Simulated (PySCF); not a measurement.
# AlH5S (Al(H2S)H3) at 6 levels

Aim: a comparison of 6 runs (B3LYP/STO-3G, r2SCAN/STO-3G, MP2/STO-3G, CCSDT/STO-3G, CCSDTQ/STO-3G, FCI/STO-3G) of AlH5S (Al(H2S)H3). The job is set up through a Python script.

Program for the calculation: PySCF 2.14.0.

9 further runs of the same task are left out: 2 that didn't finish, 7 set aside as unsound or not needed.

## (1) The system as given

AlH5S: 7 atoms, total charge 0, spin state singlet. SMILES: `[H][Al]([H])([H])<-[SH2]`. The S2–H3 distance was set to 2.398 Å, away from the relaxed value. At this shape a bond of the SMILES string is far longer than usual.

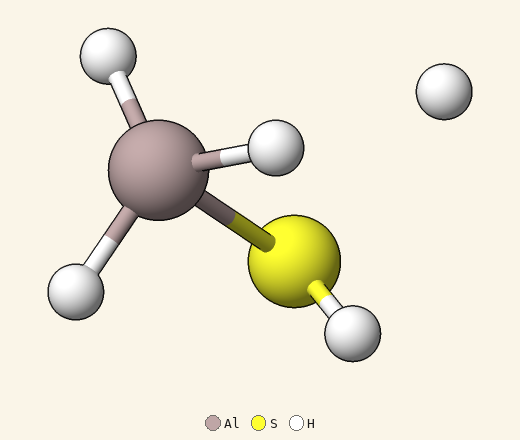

Viewed from a chosen angle; aluminium light grey, sulfur yellow, hydrogen white.

## (2) The energy at B3LYP/STO-3G (run 1)

input.xyz

```xyz
7
AlH5S
Al    -0.158810    -1.247604    -1.032686
S     -0.136780    -1.277574     1.437814
H      0.512600     1.030130     1.485280
H     -1.434090    -0.976324     1.455304
H      1.393540    -1.212824    -1.209736
H     -0.954750     0.113626    -1.067356
H     -0.953370    -2.583234    -1.195186
```

run.py

```python
from pyscf import gto, dft

mol = gto.Mole()
mol.atom = 'input.xyz'
mol.charge = 0
mol.basis = 'sto-3g'
mol.verbose = 3
mol.max_memory = 1860
mol.build()

mf = dft.RKS(mol, xc='b3lyp')
mf.conv_tol = 1e-10
mf.grids.level = 5
mf.kernel()
if not mf.converged:
    mf = mf.newton().run(mf.mo_coeff, mf.mo_occ)

e_final = mf.e_tot
print(f'total energy: {e_final:.8f} hartree')
```

Command:

```console
OMP_NUM_THREADS=1 python run.py
```

What it wrote:

```text
converged SCF energy = -636.096368748938
total energy: -636.09636875 hartree
```

Run time: 4.2 s. Hardware: 1 thread of Intel Xeon 6975P-C (Granite Rapids), shared host; peak memory 0.22 GiB.

## (3) A single-point energy at r2SCAN/STO-3G (run 2)

job.py

```python
from pyscf import gto, dft

mol = gto.Mole()
mol.atom = '''
Al    -0.158810    -1.247604    -1.032686
S     -0.136780    -1.277574     1.437814
H      0.512600     1.030130     1.485280
H     -1.434090    -0.976324     1.455304
H      1.393540    -1.212824    -1.209736
H     -0.954750     0.113626    -1.067356
H     -0.953370    -2.583234    -1.195186
'''
mol.spin = 0
mol.charge = 0
mol.basis = 'sto-3g'
mol.max_memory = 1860
mol.verbose = 3
mol.build()

mf = dft.RKS(mol, xc='r2scan')
mf.conv_tol = 1e-10
mf.grids.level = 5
mf.kernel()
if not mf.converged:
    mf = mf.newton().run(mf.mo_coeff, mf.mo_occ)

e_final = mf.e_tot
print(f'total energy: {e_final:.8f} hartree')
```

Command:

```console
OMP_NUM_THREADS=1 python job.py
```

What it wrote:

```text
converged SCF energy = -636.036034232503
total energy: -636.03603423 hartree
```

Wall time 6.9 s (1 thread of Intel Xeon 6975P-C (Granite Rapids), shared host); peak memory 0.22 GiB.

Run 3 isn't shown in full; the table further down has it.

## (4) A single-point energy at CCSDT/STO-3G (run 4)

mol.xyz

```xyz
7

Al    -0.158810    -1.247604    -1.032686
S     -0.136780    -1.277574     1.437814
H      0.512600     1.030130     1.485280
H     -1.434090    -0.976324     1.455304
H      1.393540    -1.212824    -1.209736
H     -0.954750     0.113626    -1.067356
H     -0.953370    -2.583234    -1.195186
```

input.py

```python
from pyscf import gto, scf, cc

mol = gto.M(
    atom='mol.xyz',
    charge=0,
    basis='sto-3g',
    verbose=4,
    max_memory=1860,
)

hf = scf.RHF(mol)
hf.conv_tol = 1e-10
hf.kernel()
if not hf.converged:
    hf = hf.newton().run(hf.mo_coeff, hf.mo_occ)

mycc = cc.CCSDT(hf, frozen=10)
mycc.kernel()
etot = mycc.e_tot
print(f'total energy: {etot:.8f} hartree')
```

Command:

```console
OMP_NUM_THREADS=1 python input.py
```

What it wrote:

```text
PySCF version 2.14.0

[... 63 lines left out ...]
converged SCF energy = -634.824732323009
[... 16 lines left out ...]
WARN: A large `blksize` is being used, which may cause large memory consumption
[... 12 lines left out ...]
Init t2, MP2 energy = -634.948745319316  E_corr(MP2) -0.124012996308
[... 20 lines left out ...]
RCCSDT converged
[... 3 lines left out ...]
total energy: -635.02591225 hartree
```

Run time: 1 s. Hardware: 1 thread of Intel Xeon 6975P-C (Granite Rapids), shared host; peak memory 0.11 GiB.

Run 5 isn't shown in full; the table further down has it.

## (5) A single-point energy at FCI/STO-3G (run 6)

job.py

```python
from pyscf import gto, mcscf

mol = gto.M(
    atom=[
    ('Al', (-0.158810, -1.247604, -1.032686)),
    ('S', (-0.136780, -1.277574, 1.437814)),
    ('H', (0.512600, 1.030130, 1.485280)),
    ('H', (-1.434090, -0.976324, 1.455304)),
    ('H', (1.393540, -1.212824, -1.209736)),
    ('H', (-0.954750, 0.113626, -1.067356)),
    ('H', (-0.953370, -2.583234, -1.195186)),
],
    verbose=3,
    basis='sto-3g',
    spin=0,
    charge=0,
    max_memory=1860,
)

myscf = mol.RHF()
myscf.conv_tol = 1e-10
myscf.kernel()
if not myscf.converged:
    myscf = myscf.newton().run(myscf.mo_coeff, myscf.mo_occ)

cas = mcscf.CASCI(myscf, myscf.mo_coeff.shape[-1] - 10, (mol.nelec[0] - 10, mol.nelec[1] - 10))  # full CI above the frozen core
cas.fix_spin_(ss=0.0)
cas.kernel()
e_tot = cas.e_tot
print('E(%s) = %.9f' % ('FCI', e_tot))
```

Command:

```console
OMP_NUM_THREADS=1 python job.py
```

What it wrote:

```text
converged SCF energy = -634.824732323009
CASCI E = -635.025976478053  E(CI) = -30.8268747448585  S^2 = 0.0000000
E(FCI) = -635.025976478
```

Run time: 52 s. Hardware: 1 thread of Intel Xeon 6975P-C (Granite Rapids), shared host; peak memory 0.75 GiB.

## (6) All runs side by side

| run | level | integration grid | frozen core orbitals | energy (Eh) | dipole moment (D) of the reference | HOMO energy (eV) | LUMO energy (eV) | wall time |
| --- | --- | --- | --- | --- | --- | --- | --- | --- |
| 1 | B3LYP/STO-3G | 5 | – | -636.096369 | 2.94 | -4.69 | -2.43 | 4.2 s |
| 2 | r2SCAN/STO-3G | 5 | – | -636.036034 | 2.75 | -3.92 | -2.96 | 6.9 s |
| 3 | MP2/STO-3G | – | 10 | -634.948745 | 3.13 | -7.88 | 1.30 | 0.93 s |
| 4 | CCSDT/STO-3G | – | 10 | -635.025912 | 3.13 | -7.88 | 1.30 | 1 s |
| 5 | CCSDTQ/STO-3G | – | 10 | -635.025974 | 3.13 | -7.88 | 1.30 | 33 s |
| 6 | FCI/STO-3G | – | 10 | -635.025976 | 3.13 | -7.88 | 1.30 | 52 s |

## (7) Results

| quantity | value |
| --- | --- |
| run 6: total energy | -635.02598 Eh |
| run 6: dipole moment (Hartree–Fock density) | 3.13 D |
| run 6: HOMO energy (Hartree–Fock orbitals) | -7.88 eV |
| run 6: LUMO energy (Hartree–Fock orbitals) | 1.30 eV |
| run 6: HOMO–LUMO gap (Hartree–Fock orbitals) | 9.18 eV |
| run 6: correlation energy (10 core orbitals frozen) | -201.2 mEh |

What this shows: Against full CI in this basis: MP2 +77.2 mEh; CCSDT +0.1 mEh; CCSDTQ +0.0 mEh. Totals of different functionals can't be ranked against each other. In runs 1, 2, 3, 4, 5, 6 the basis is minimal, so the values are rough. All runs together took 97 s, the longest 52 s.
